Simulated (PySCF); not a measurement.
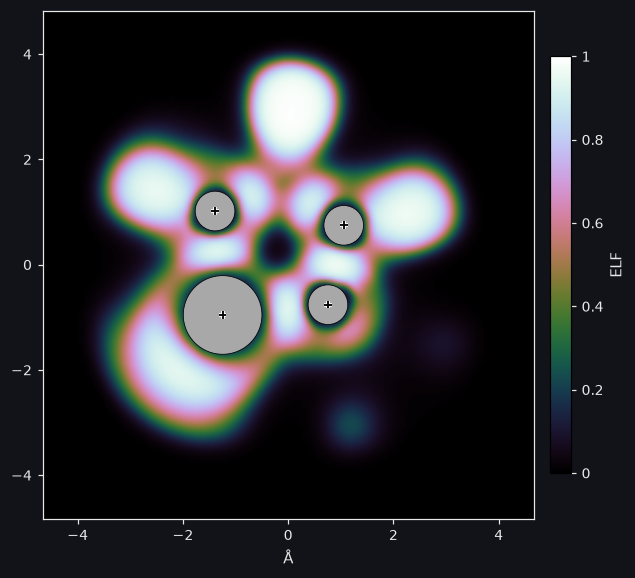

The ELF on a plane through atoms (crosses mark nuclei in the plane; grey discs cover the cores).

Level of theory: CAM-B3LYP/def2-SVPD, SCF density, gas phase (PySCF 2.14.0).

Candidates:
A. C₅H₁₂AsN
B. CH₉B₄N₃ (SMILES BCN1BNBNB1)
C. C₃H₉FGeO (SMILES OC[C@H](F)[CH2][GeH3])

> Which candidate gave the map?

Candidate A: C₅H₁₂AsN on the plane of atoms C4, C3 and As7, which holds C and As. C–C (1.54 Å): the ELF peaks at about 0.95 between the atoms (a covalent bond). C–As (1.98 Å): the ELF peaks at about 0.95 between the atoms (a shared electron pair).
